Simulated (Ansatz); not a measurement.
Input file:

```
crystal:
  periodic: [false, false, false]
  atoms:
    - {symbol: C, position_ang: [-0.635937, 1.397526, 0.316048]}
    - {symbol: O, position_ang: [-1.570227, 0.327439, 0.169208]}
    - {symbol: Si, position_ang: [-0.966287, -1.210579, 0.300380]}
    - {symbol: C, position_ang: [0.812583, -1.054908, -0.276099]}
    - {symbol: Si, position_ang: [1.006681, 0.809009, -0.458350]}
    - {symbol: H, position_ang: [-0.513728, 1.654907, 1.376144]}
    - {symbol: H, position_ang: [-1.047967, 2.278378, -0.182460]}
    - {symbol: H, position_ang: [-1.819172, -2.092586, -0.533017]}
    - {symbol: H, position_ang: [-1.012131, -1.677507, 1.714601]}
    - {symbol: H, position_ang: [1.510664, -1.462133, 0.458042]}
    - {symbol: H, position_ang: [0.982145, -1.564011, -1.226651]}
    - {symbol: H, position_ang: [2.195725, 1.358370, 0.248478]}
    - {symbol: H, position_ang: [1.078153, 1.201292, -1.891424]}
basis:
  gaussian: {orbitals: def2-TZVPP}
hamiltonian: {xc: pbe0, dispersion: d4}
output: {orbitals: {seedname: orbitals}}
```

Command:

```sh
ansatz run in.yaml --threads 4 --pin off --events-out ev --progress --plain --max-ram 10444MiB
```

Geometry: PBE0-D4/def2-TZVP.

Level of theory: RKS PBE0-D4/def2-TZVPP (Ansatz 0.2.0).

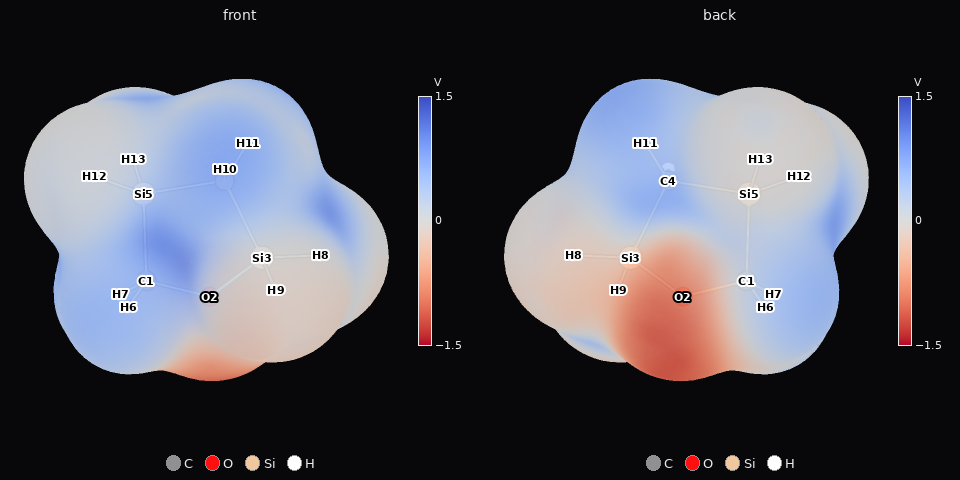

C$_{2}$H$_{8}$OSi$_{2}$ (SMILES C1O[SiH2]C[SiH2]1). The electrostatic potential painted on the density surface at 0.001 e/bohr³, seen from the front and from behind; the colour scale runs from red (negative) to blue (positive).

Q: Where is the surface potential most negative and most positive?

A: The most negative region (about −1.2 V, or −28 kcal/mol for a unit charge) lies over O2, the most positive (about +0.9 V, or +21 kcal/mol for a unit charge) over Si3 and Si5. O2 is the likeliest acceptor of a hydrogen bond.
